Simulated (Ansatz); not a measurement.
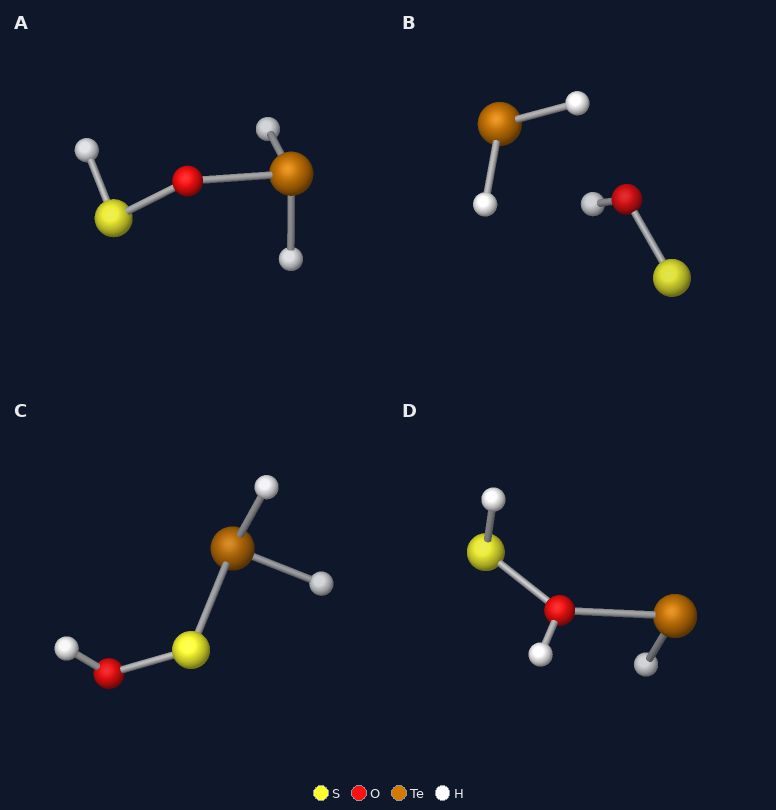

4 stationary structures of one formula. The species has charge +1 and is a spin singlet. Geometries: PBE0-D4/def2-TZVP. Electronic energies: RHF-CCSD(T) (frozen core)/def2-TZVPP (Ansatz 0.2.0), without zero-point energy. No frequency run is at hand to confirm each as a minimum.

### Which is lowest in energy, and by how much?

C is lowest (C1); D lies 14.5 kcal/mol above it (C1), A lies 21.0 kcal/mol above it (C1), B lies 42.3 kcal/mol above it (C1).
